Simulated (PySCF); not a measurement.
```tsv
atom	x (Å)	y (Å)	z (Å)
H	0.0000	0.0000	-0.9097
O	0.0000	0.0000	0.0573
```

All numbers below come from PBE0/aug-cc-pVDZ(-PP), non-relativistic Hamiltonian with scalar-relativistic core potentials where named, at a bond length of 0.967 Å in PySCF 2.14.0.

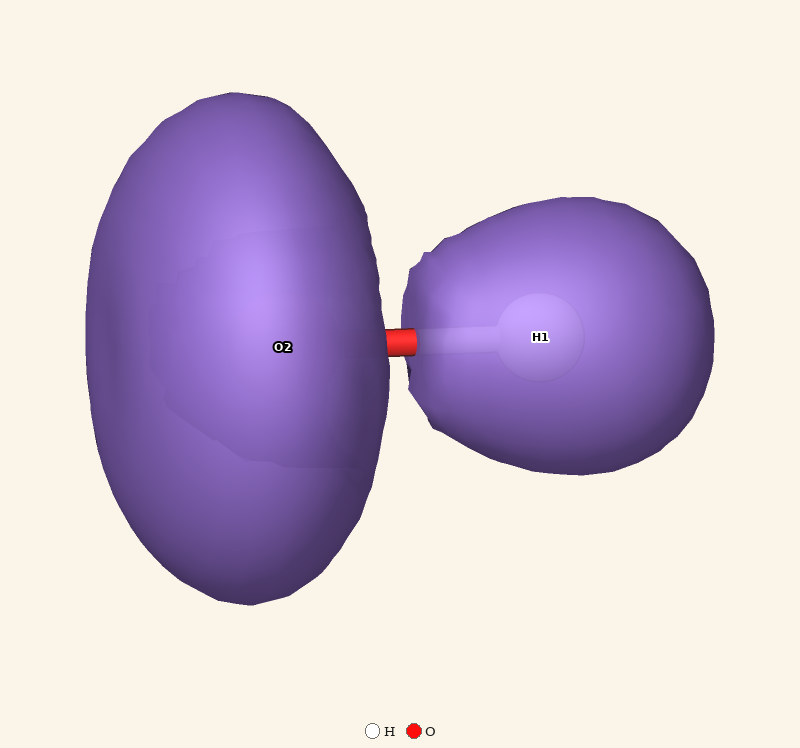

OH (charge −1). Isosurface of the electron localisation function at 0.8 (purple), seen from one side. Only the valence region is drawn (cores and ρ < 0.01 e/Å³ removed).

### Where are the electrons localised?

The ELF exceeds this value in one region around a hydrogen nucleus and one region wrapped around O (its lone pairs, merged into a ring or cap). Profiles from the grid: O–H (0.97 Å): the ELF climbs to about 1 towards the hydrogen, as it does in any bond to H (a covalent bond by its length).
